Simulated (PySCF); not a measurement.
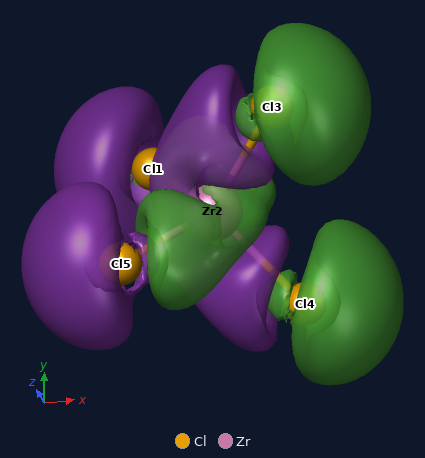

Cl₄Zr, SMILES `Cl[Zr](Cl)(Cl)Cl`. Change of the electron density in a uniform field of 0.21 V/Å, surfaces at ±0.001 e/Å³ (purple: gain, green: loss).

PySCF calculation, PBE/def2-TZVP, gas phase; geometry: GFN2-xTB. Core potentials replace the inner electrons of Zr; spin–orbit coupling isn't included. This is a single-reference result, which may miss multireference character in this system. No frequency check shows the geometry to be a minimum. A basis without diffuse functions makes polarisabilities too small. GFN2-xTB bond lengths at metals and heavier atoms can be off by up to 0.1 Å and shapes distorted, which carries into these values.

> Along which Cartesian direction does the field point?

Along +x: electrons gather on the −x side, against the field.

> How large is the response?

The induced dipole is 0.91 D (along the field); α along this axis, from the fields in both directions, is 89 bohr³ (13.2 Å³).

> Which atoms gain and lose the most charge?

Electrons gather most on Cl1 and Cl5 alike (Hirshfeld charge changes by −0.017 e) and leave Cl3 and Cl4 alike most (+0.017 e); 0.069 electrons are displaced in all.

The PySCF run took 31 s on 1 thread of AMD EPYC 9R45 96-Core Processor (Zen 5) (shared host), peak memory 0.65 GiB.
